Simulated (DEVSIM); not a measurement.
Structure: Ru/Al2O3/n-InP capacitor, at 300 K.

| layer (left to right) | material | thickness (nm) | Nd (cm⁻³) |
|---|---|---|---|
| 1 | Al2O3 | 29.0 | - |
| 2 | InP | 11000 | 3.1e15 |

Metal gate on the left, work function 4.7 eV. Fixed charge at the semiconductor interface 4e11 cm⁻² (in units of +e); interface traps 1e11 cm⁻² eV⁻¹, uniform in energy, neutral level at 0.3 of the gap above the valence band.

This is a model device: material constants are rounded textbook-type values typed into the input, and sizes, dopings and lifetimes were drawn at random. Values at 300 K.

```csv
parameter,Al2O3,InP
gap (eV),6.8,1.344
affinity (eV),1.35,4.38
permittivity,9,12.5
Nc (cm⁻³),-,5.7e17
Nv (cm⁻³),-,1.1e19
```

DEVSIM, 1D Poisson equation in equilibrium, Boltzmann statistics, complete ionisation; no quantum confinement or tunnelling. Metal contacts follow the ideal Schottky-Mott rule: no Fermi-level pinning, no interface dipoles.

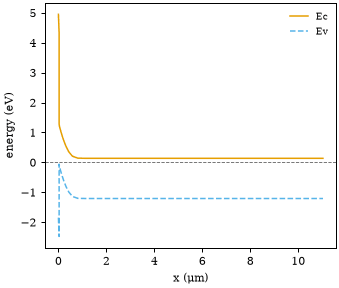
*Band edges at -1.6 V on the gate*

Energies count from the Fermi level of the right contact; mesh points crowd at the junctions.

```tsv
x (μm)	Ec (eV)	Ev (eV)	n (cm⁻³)	p (cm⁻³)	field (V/cm)
0.000	4.950	-1.850	< 1e2	< 1e2	-220000
0.001855	4.909	-1.891	< 1e2	< 1e2	-220000
0.006433	4.809	-1.991	< 1e2	< 1e2	-220000
0.01677	4.582	-2.218	< 1e2	< 1e2	-220000
0.02613	4.377	-2.424	< 1e2	< 1e2	-220000
0.02859	4.323	-2.477	< 1e2	< 1e2	-220000
0.03005	1.274	-0.070	< 1e2	7.5e17	-81000
0.03585	1.239	-0.105	< 1e2	1.9e17	-49000
0.04924	1.187	-0.157	< 1e2	2.5e16	-33000
0.08504	1.079	-0.265	< 1e2	3.9e14	-29000
0.1807	0.825	-0.519	7900	2.1e10	-24000
0.5820	0.206	-1.138	2.0e14	< 1e2	-6500
1.509	0.135	-1.209	3.1e15	< 1e2	≈ 0
3.985	0.135	-1.209	3.1e15	< 1e2	≈ 0
8.972	0.135	-1.209	3.1e15	< 1e2	≈ 0
10.26	0.135	-1.209	3.1e15	< 1e2	≈ 0
10.73	0.135	-1.209	3.1e15	< 1e2	≈ 0
10.92	0.135	-1.209	3.1e15	< 1e2	≈ 0
11.00	0.135	-1.209	3.1e15	< 1e2	≈ 0
11.02	0.135	-1.209	3.1e15	< 1e2	≈ 0
11.03	0.135	-1.209	3.1e15	< 1e2	≈ 0
11.03	0.135	-1.209	3.1e15	< 1e2	≈ 0
```
